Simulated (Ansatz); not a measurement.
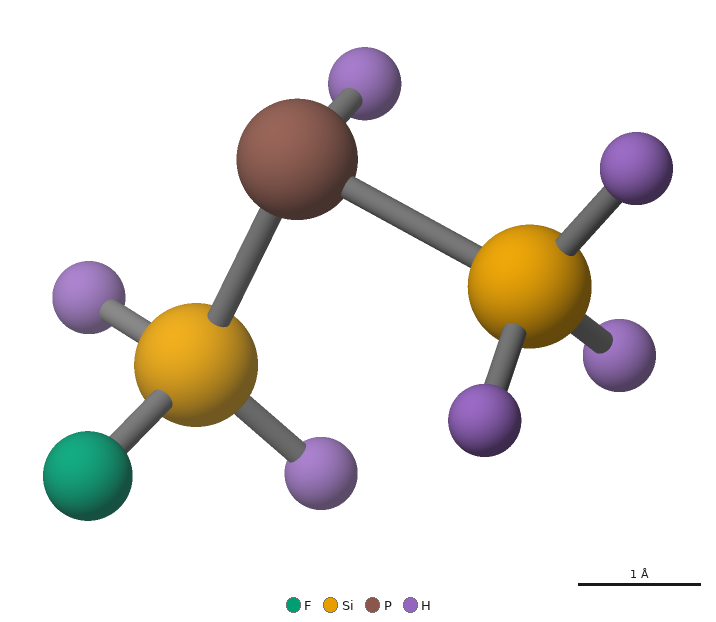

The geometry was computed by an optimisation with PBE0-D4/def2-TZVP.

Count the atoms of each element.

FH6PSi2, 10 atoms: 1 fluorine, 6 hydrogen, 1 phosphorus and 2 silicon.

Count the bonded pairs by element.

5 Si–H, 2 P–Si, 1 F–Si, 1 P–H.

Write the SMILES.

F[SiH2]P[SiH3]

Name some functional groups or characteristic bonds that it holds.

Among them: Si–H bond.

How many sets of symmetry-equivalent atoms are there?

10: 1 F, 1 Si, 1 P, 1 Si, 1 H, 1 H, 1 H, 1 H, 1 H, 1 H.

More results for the same structure follow; atom numbers are the same in all pictures, views and colours differ.

**Electronic properties**

Properties computed with RKS r2SCAN-D4/def2-TZVPP (Ansatz 0.2.0).

What does the calculation give?

- dipole moment: 1.62 D
- HOMO energy (Kohn–Sham orbital): −6.87 eV
- LUMO energy (Kohn–Sham orbital): −0.94 eV
- HOMO–LUMO gap: 5.93 eV
- dispersion correction: −5.8 kJ/mol

**Vibrations**

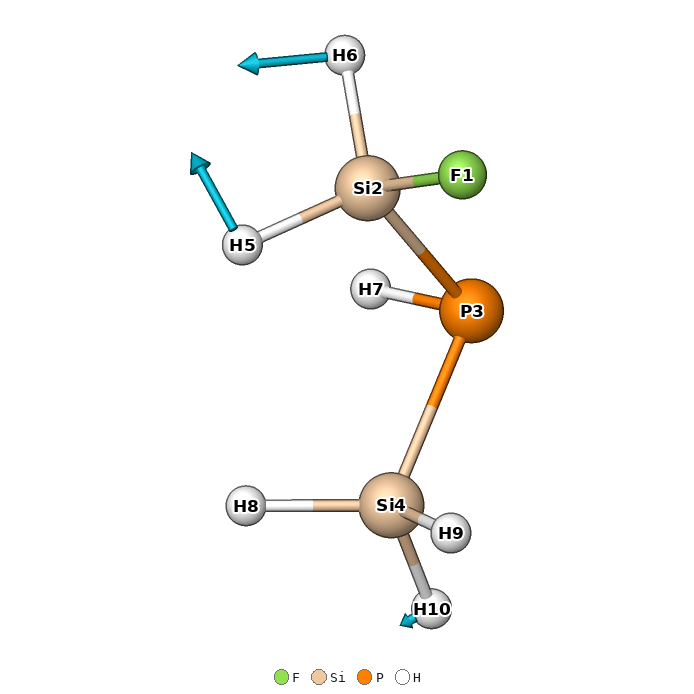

The arrows show one normal mode. Harmonic vibrations computed with RKS PBE0-D4/def2-TZVP (Ansatz 0.2.0) at a stationary point of the same level.

What kind of motion is it?

Mostly H–Si–H bending.

At what wavenumber does it lie?

959 cm⁻¹; it is mode 18 of 24 counted from the lowest.

**Charges**

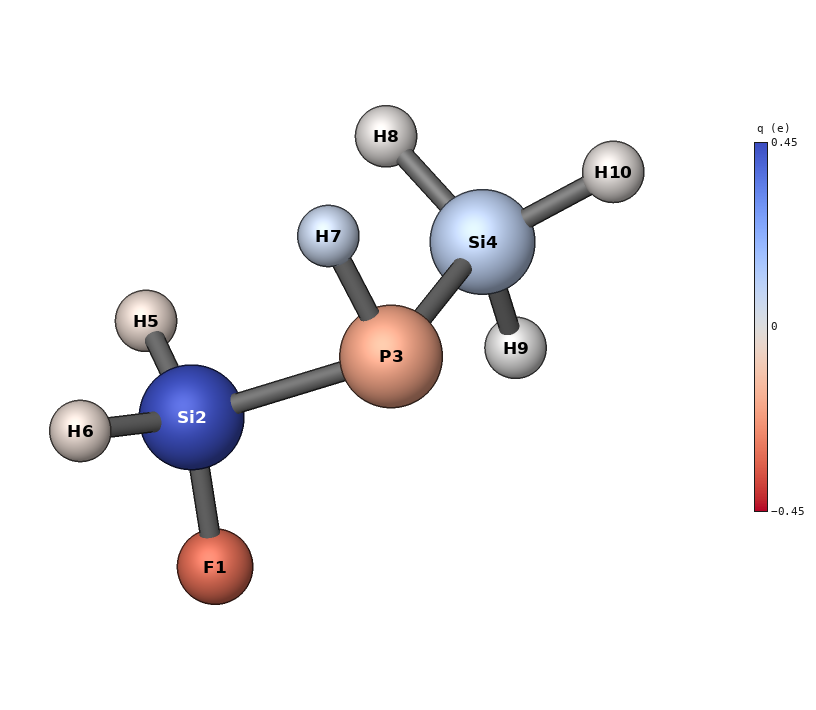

Atoms are coloured by their Mulliken charges. Level of theory: RKS ωB97M-V/def2-TZVPP (Ansatz 0.2.0).

List the Mulliken charges.

```tsv
atom	value (e)
F1	−0.31
Si2	0.44
P3	−0.19
Si4	0.09
H5	−0.04
H6	−0.03
H7	0.06
H8	−0.01
H9	0.00
H10	−0.01
```

Mulliken values depend strongly on the basis set and can even reverse the polarity of a bond.
